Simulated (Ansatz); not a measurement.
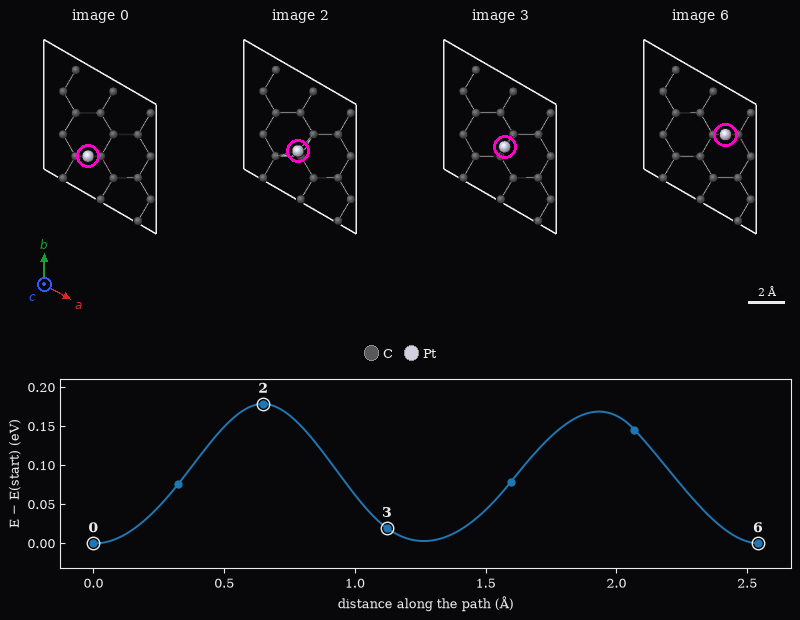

A nudged-elastic-band calculation for Pt on graphene monolayer (19 atoms in the cell). Images are numbered from 0 (start) to 6 (end). The picture is a ball-and-stick view of the simulation cell, with the vacuum cut short (origin moved), seen along the c axis. The moving atom is ringed, with any periodic copies. Bonds to atoms that aren't drawn are left out.

Method: Ansatz 0.2.0, DFT PBE, scalar-relativistic, plane waves, PAW. Run with plane-wave cutoff 420 eV; k-point mesh 2 × 2 × 1; Gaussian smearing 0.02 eV; 5 movable images; climbing image; force threshold 0.05 eV/Å; iteration limit 32; starting path by straight interpolation.

What happens along the path, and what is the barrier?

The adsorbate starts on a bridge site and hops by a lattice vector of the surface; other mechanisms, such as exchange with a surface atom, weren't searched. The path has more than one stage, and so few images may leave a stage unresolved. The Pt atom travels furthest, 2.47 Å from end to end, on a straight line. At the highest image its nearest neighbour (C) is 2.02 Å away, against 2.09 Å at the start, and the surrounding atoms stand up to 0.06 Å off the mean of their end positions. The two ends have the same energy, and the highest point, image 2, lies 0.179 eV above the start. The profile has 2 maxima (images 2, 5) with a dip at image 3 (+0.019 eV), so the process runs in steps. The band converged in 7 iterations. The largest component of the band force went from 1.6 to 0.025 eV/Å. The climbing image converged on the top of the path. A check of its curvatures didn't confirm a first-order saddle.

Limits of the set-up: the periodic images lie only 7.4 Å apart, so the values are limited by the cell's size.
